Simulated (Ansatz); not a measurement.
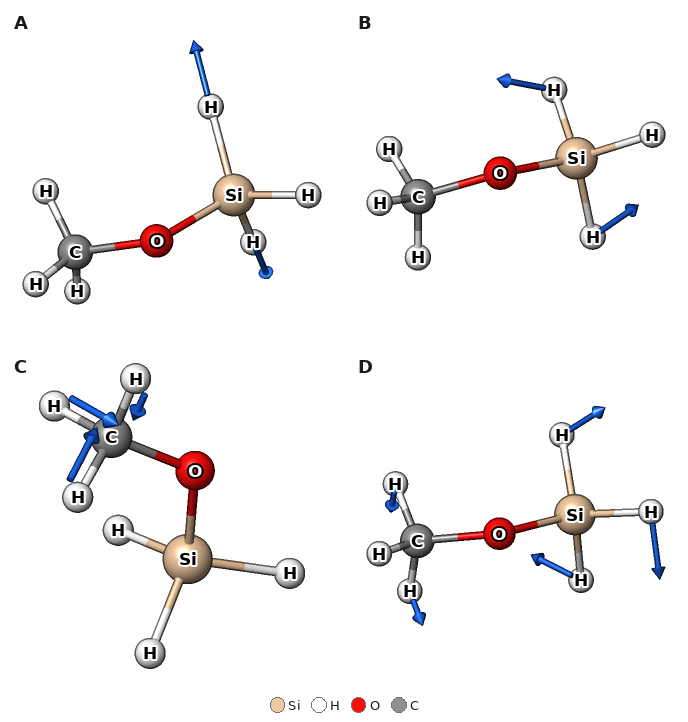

4 normal modes of one molecule or complex, as arrows. Harmonic vibrations computed with RKS PBE0-D4/def2-TZVP (Ansatz 0.2.0) at a stationary point of the same level.

Question: Match the panels to the wavenumbers 130 cm⁻¹, 715 cm⁻¹, 2207 cm⁻¹, 3011 cm⁻¹.

Answer: A: 2207 cm⁻¹, in-phase stretching of 2 Si–H bonds
B: 715 cm⁻¹, H–Si–O bending
C: 3011 cm⁻¹, in-phase stretching of 3 C–H bonds
D: 130 cm⁻¹, a torsion or out-of-plane motion in which bond lengths and bond angles hardly change
